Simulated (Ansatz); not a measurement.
GaAlNH₆OCl: several calculations on one system

## 1. Relaxation

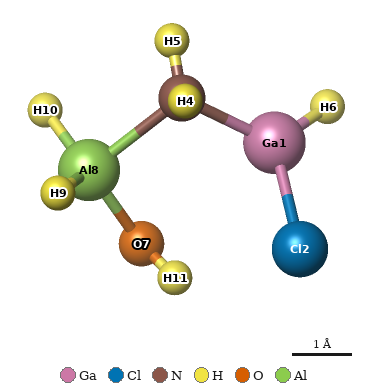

This is the input geometry for a relaxation of GaAlNH$_{6}$OCl. Style: ball-and-stick. Shown face on.

The run prepares an end point of a later path (reaction) calculation, from a guessed geometry.

Method: RKS revPBE-D4/def2-SVP in Ansatz.

The input:
```yaml
crystal:
  periodic: [false, false, false]
  atoms:
    - { symbol: Ga, position_ang: [-0.200903, 0.018921, -0.258863] }
    - { symbol: Cl, position_ang: [-0.567127, -1.364012, 1.441665] }
    - { symbol: "N", position_ang: [1.526145, 0.827769, 0.090346] }
    - { symbol: H, position_ang: [2.188122, 0.117092, 0.443195] }
    - { symbol: H, position_ang: [1.970554, 1.269857, -0.727887] }
    - { symbol: H, position_ang: [-1.073806, 0.142491, -1.550607] }
    - { symbol: O, position_ang: [-0.539883, 1.913837, 1.986042] }
    - { symbol: Al, position_ang: [1.201407, 2.216771, 1.644343] }
    - { symbol: H, position_ang: [2.272022, 1.609488, 2.698778] }
    - { symbol: H, position_ang: [1.428393, 3.580188, 0.813612] }
    - { symbol: H, position_ang: [-0.736625, 1.029398, 2.393576] }
basis:
  gaussian: { orbitals: def2-SVP }
hamiltonian:
  xc: revpbe
  dispersion: d4
relax:
  f_tol: 0.03
  max_steps: 50
```

Run as
```bash
ansatz run input.yaml --threads 4 --pin off --max-ram 5120MiB --backend cpu --events-out ev --progress --plain --runs-dir out
```

Where does the relaxation end?

Answer. O7 moves most after the best rigid fit: 0.59 Å. Largest moves by element: O 0.59 Å, Cl 0.53 Å, H 0.51 Å, Ga 0.42 Å, Al 0.19 Å, N 0.09 Å. Some distances before and after: Ga1–O7 2.957 → 1.986 Å, N3–Al8 2.109 → 1.994 Å, O7–Al8 1.800 → 1.892 Å, Ga1–N3 1.939 → 2.016 Å. New bonds form, among them: Ga1–O7 (2.96 → 1.99 Å). Bond angles that change, for instance: N3–Al8–O7 100.2° → 84.8°, N3–Al8–H9 97.5° → 111.5°, Ga1–N3–Al8 105.7° → 94.5°. Groups turn about O7–Al8 by about 70°. Over 11 geometry steps the energy falls by 110.1 kJ/mol. Largest force component: 1.1 eV/Å at the start, 0.011 eV/Å at the end. Cost: 21 s on 4 threads of Arm Neoverse V2, with other jobs on the host, peak memory 0.2 GiB.

History of the run:

```
step  E − E(0), kJ/mol  largest force component, eV/Å
   0              0.00                         1.1487
   1            -25.93                         1.6150
   2            -62.72                         2.0130
   3            -89.66                         1.4722
   4           -102.58                         0.3592
   5           -107.58                         0.1974
   6           -108.79                         0.1934
   7           -109.40                         0.1801
   8           -109.77                         0.2548
   9           -109.79                         0.2943
  10           -110.06                         0.0315
  11           -110.08                         0.0115
```

The structure at the end:

```xyz
11

Ga   -0.2935    0.1649    0.1223
Cl   -0.2617   -1.7333    1.2237
N     1.6150    0.8140    0.0912
H     2.2400    0.0350    0.3450
H     1.9440    1.1744   -0.8149
H    -1.2062    0.3918   -1.1264
O    -0.4541    1.5783    1.5087
Al    1.3457    2.1617    1.5355
H     2.0690    1.7201    2.8944
H     1.4765    3.6258    0.8996
H    -1.0064    1.4291    2.2952
```

After the run, drawn alike:

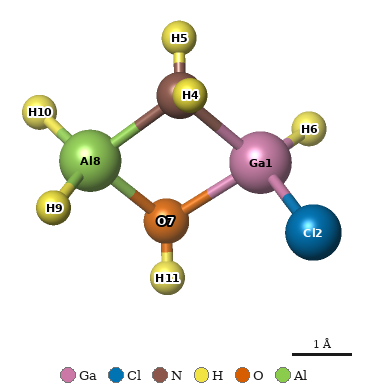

## 2. Relaxation

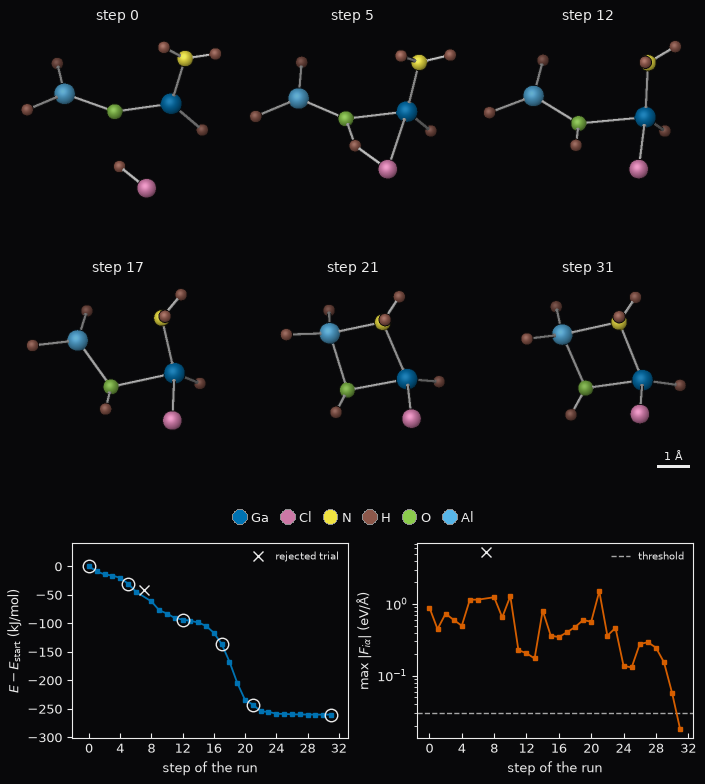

Frames of a relaxation of GaAlNH$_{6}$OCl, marked on the history of the run. The picture is a ball-and-stick view, seen at a tilt.

The run prepares an end point of a later path (reaction) calculation, from a guessed geometry.

Level of theory: RKS revPBE-D4/def2-SVP in Ansatz 0.2.0. Set-up: no spin polarisation; force threshold 0.03 eV/Å; at most 50 steps.

Describe the path.

The energy falls by 260.0 kJ/mol in 30 accepted moves (31 points after the start). Largest force component: 0.89 eV/Å at the start, 0.018 eV/Å at the end. The line search rejected the trial step at point 7 of the run. An H atom moves most after the best rigid fit: 1.88 Å. By element the largest moves are H 1.88 Å, N 1.22 Å, Cl 1.16 Å, Al 1.08 Å, Ga 0.90 Å, O 0.81 Å. Some distances before and after: Al–N 4.253 → 1.994 Å, Cl–H 1.342 → 3.398 Å, Cl–Ga 3.438 → 2.194 Å, H–O 2.202 → 0.973 Å. New bonds form, among them: Al–N (4.25 → 1.99 Å), Cl–Ga (3.44 → 2.19 Å), H–O (2.20 → 0.97 Å). Bonds break, among them: Cl–H (1.34 → 3.40 Å). Bond angles that change, for instance: Ga–O–Al 151.3° → 98.6°, N–Ga–O 112.2° → 81.9°, Ga–N–H 120.1° → 109.3°. From step 0 to 5: an H atom moves most (0.68 Å), energy −30.1 kJ/mol. From step 5 to 12: an H atom moves most (0.57 Å), energy −63.1 kJ/mol. From step 12 to 17: an H atom moves most (0.86 Å), energy −42.8 kJ/mol. From step 17 to 21: an H atom moves most (0.78 Å), energy −106.4 kJ/mol. From step 21 to 31: an H atom moves most (0.58 Å), energy −17.6 kJ/mol.

```json
{"step": "0", "E − E(0), kJ/mol": "0.00", "largest force component, eV/Å": "0.8924", "note": ""}
{"step": "1", "E − E(0), kJ/mol": "-8.68", "largest force component, eV/Å": "0.4474", "note": ""}
{"step": "2", "E − E(0), kJ/mol": "-13.97", "largest force component, eV/Å": "0.7330", "note": ""}
{"step": "3", "E − E(0), kJ/mol": "-15.99", "largest force component, eV/Å": "0.6006", "note": ""}
{"step": "4", "E − E(0), kJ/mol": "-20.02", "largest force component, eV/Å": "0.4975", "note": ""}
{"step": "5", "E − E(0), kJ/mol": "-30.08", "largest force component, eV/Å": "1.1498", "note": ""}
{"step": "6", "E − E(0), kJ/mol": "-44.16", "largest force component, eV/Å": "1.1502", "note": ""}
{"step": "7", "E − E(0), kJ/mol": "-41.71", "largest force component, eV/Å": "5.3889", "note": "rejected"}
{"step": "8", "E − E(0), kJ/mol": "-61.31", "largest force component, eV/Å": "1.2437", "note": ""}
{"step": "9", "E − E(0), kJ/mol": "-76.80", "largest force component, eV/Å": "0.6511", "note": ""}
{"step": "10", "E − E(0), kJ/mol": "-82.65", "largest force component, eV/Å": "1.2876", "note": ""}
{"step": "11", "E − E(0), kJ/mol": "-90.51", "largest force component, eV/Å": "0.2273", "note": ""}
{"step": "12", "E − E(0), kJ/mol": "-93.17", "largest force component, eV/Å": "0.2054", "note": ""}
{"step": "13", "E − E(0), kJ/mol": "-95.48", "largest force component, eV/Å": "0.1737", "note": ""}
{"step": "14", "E − E(0), kJ/mol": "-98.25", "largest force component, eV/Å": "0.8110", "note": ""}
{"step": "16", "E − E(0), kJ/mol": "-116.43", "largest force component, eV/Å": "0.3461", "note": ""}
{"step": "17", "E − E(0), kJ/mol": "-136.02", "largest force component, eV/Å": "0.4031", "note": ""}
{"step": "18", "E − E(0), kJ/mol": "-166.94", "largest force component, eV/Å": "0.4762", "note": ""}
{"step": "19", "E − E(0), kJ/mol": "-204.35", "largest force component, eV/Å": "0.5965", "note": ""}
{"step": "20", "E − E(0), kJ/mol": "-234.28", "largest force component, eV/Å": "0.5668", "note": ""}
{"step": "21", "E − E(0), kJ/mol": "-242.38", "largest force component, eV/Å": "1.5047", "note": ""}
{"step": "22", "E − E(0), kJ/mol": "-254.25", "largest force component, eV/Å": "0.3613", "note": ""}
{"step": "23", "E − E(0), kJ/mol": "-255.16", "largest force component, eV/Å": "0.4643", "note": ""}
{"step": "24", "E − E(0), kJ/mol": "-258.31", "largest force component, eV/Å": "0.1368", "note": ""}
{"step": "25", "E − E(0), kJ/mol": "-258.81", "largest force component, eV/Å": "0.1302", "note": ""}
{"step": "27", "E − E(0), kJ/mol": "-259.64", "largest force component, eV/Å": "0.2924", "note": ""}
{"step": "28", "E − E(0), kJ/mol": "-259.78", "largest force component, eV/Å": "0.2463", "note": ""}
{"step": "29", "E − E(0), kJ/mol": "-259.91", "largest force component, eV/Å": "0.1534", "note": ""}
{"step": "30", "E − E(0), kJ/mol": "-259.95", "largest force component, eV/Å": "0.0573", "note": ""}
{"step": "31", "E − E(0), kJ/mol": "-259.97", "largest force component, eV/Å": "0.0177", "note": ""}
```

Limits of the set-up: the start holds two separate molecules, 2.2 Å apart at their closest, whose relative position is a soft coordinate.

## 3. Path

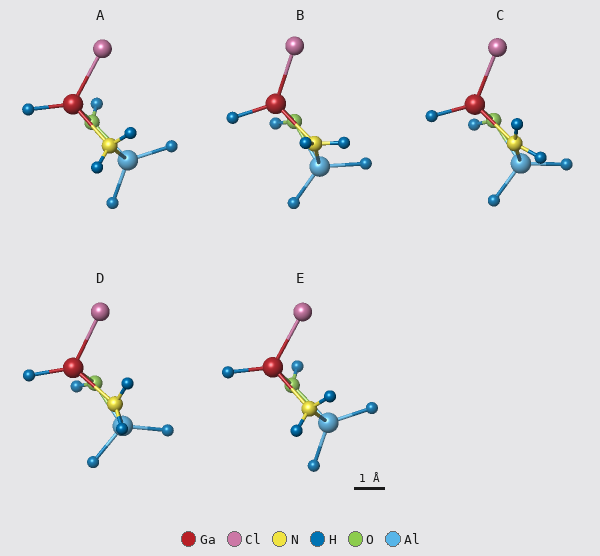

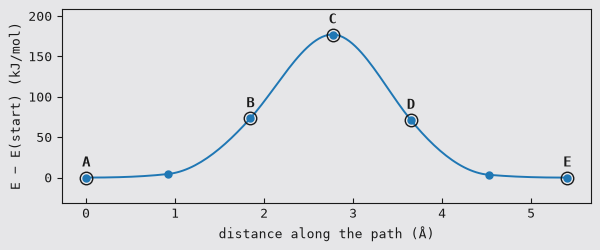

A search for the minimum-energy path of GaAlNH6OCl by the nudged elastic band. Images are numbered from 0 (start) to 6 (end). Frames A to E are images 0, 2, 3, 4, 6. A ball-and-stick model, seen from a free direction.

Level of theory: Ansatz 0.2.0, RKS revPBE-D4/def2-SVP. Run with 5 movable images; climbing image; force threshold 0.05 eV/Å; iteration limit 60; starting path through a guess of the saddle point.

> Describe the mechanism and the energy profile.

The barrier is about 177.2 kJ/mol in both directions, with image 3 at the top; the ends have the same energy. No bond forms or breaks between the ends. Among the angles between lasting bonds that change up to the highest image: Ga–N–H 109.1° → 159.2°, H–N–Al 116.4° → 157.5°. The band converged in 45 iterations, with a climbing image at the top. At the top, the vibrational analysis gives one imaginary mode (910i cm⁻¹), as a transition state must have.
